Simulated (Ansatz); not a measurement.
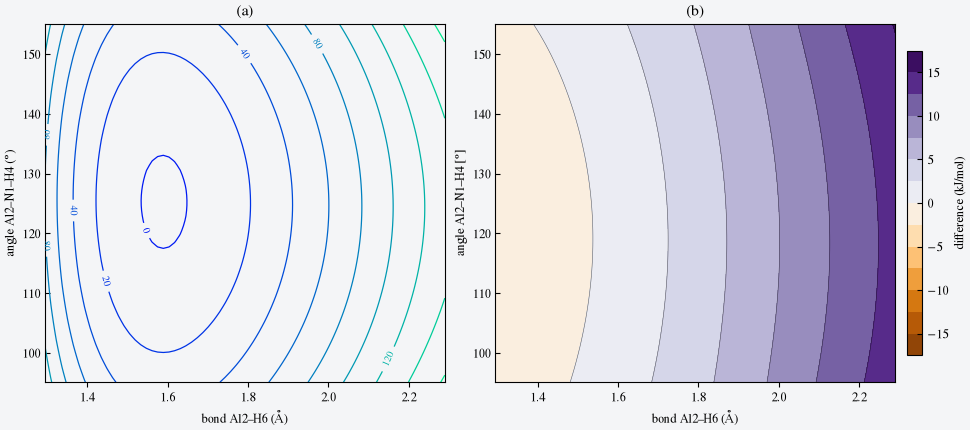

AlH4NO, SMILES [NH2][AlH][OH]. 
- Two internal coordinates are moved rigidly from the geometry relaxed at PBE0-D4/def2-TZVP, all others fixed.
- First axis: bond Al2–H6. Second axis: angle Al2–N1–H4.
- Grid: 7 × 7 points.
- Points are written as (first, second).
- All energies are given in kJ/mol relative to each map's own lowest point.
- Method: RKS PBE-D4/def2-TZVPP (Ansatz).

Panel (a): Ansatz 0.2.0, RKS PBE-D4/def2-TZVPP. Panel (b): the map at Ansatz, RKS PBE0-D4/def2-TZVPP less the map of (a), each from its own lowest point.

How does the change of method alter the landscape?

The difference runs from −2.0 kJ/mol at (1.295 Å, 115°) to 15 kJ/mol at (2.290 Å, 155°). The interpolated minimum moves from 1.5880 to 1.5783 Å in bond Al2–H6 and 125.3 to 125.1° in angle Al2–N1–H4.
